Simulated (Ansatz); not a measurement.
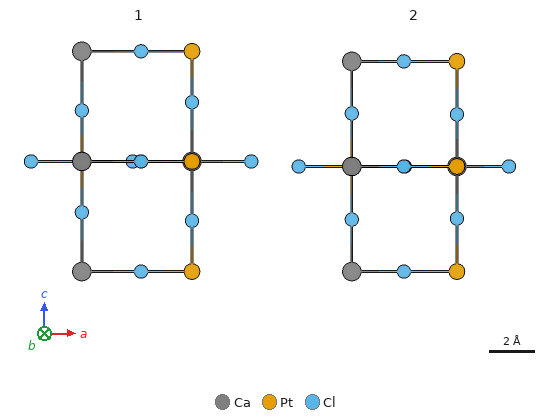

Two geometries of a crystal of CaPtCl6 (built on the MgZrF6-225 type type), drawn at one scale. One is the start of a relaxation, the other its converged end. A ball-and-stick model of the atoms within 5.8 Å of the atom that moves most (axes of the conventional cell (4 times the calculation's cell)), seen along the b axis. Lengths and directions refer to the drawn axes.

These are results of DFT, PBEsol, plane waves, PAW in Ansatz, not measurements. (plane-wave cutoff 420 eV; k-point mesh 4 × 4 × 4; occupations fermi dirac; smearing width 0.03 eV; no spin polarisation; cell and atoms relaxed; force threshold 0.01 eV/Å; at most 120 steps)

Q: Which of the two is the end point?

A: Structure 1 is the relaxed one. The largest moves relative to the cell, 0.21 Å, are those of Cl atoms. Ca and Pt stay in place. The drawn cell changes as follows: a = b = c 9.539 → 9.996 Å (+4.8 %); the volume changes by +15.0 %. Among the contacts that change: Ca–Cl 2.362 → 2.689 Å, Cl–Pt 2.408 → 2.309 Å. The space group stays Fm-3m (No. 225). The energy falls by 267 meV per atom in 4 accepted moves (5 points after the start). The largest force component goes from 3.4 to 0.0046 eV/Å. Pressure: 3.96 GPa at the start and 0.00 GPa at the end. At 1 point the geometry stayed and the basis and grid were re-selected for the new cell (energy shift of 0.3 meV per atom at most each time). The run took 7.3 s on 4 threads of Arm Neoverse V2 (shared host), peak memory 0.63 GiB.
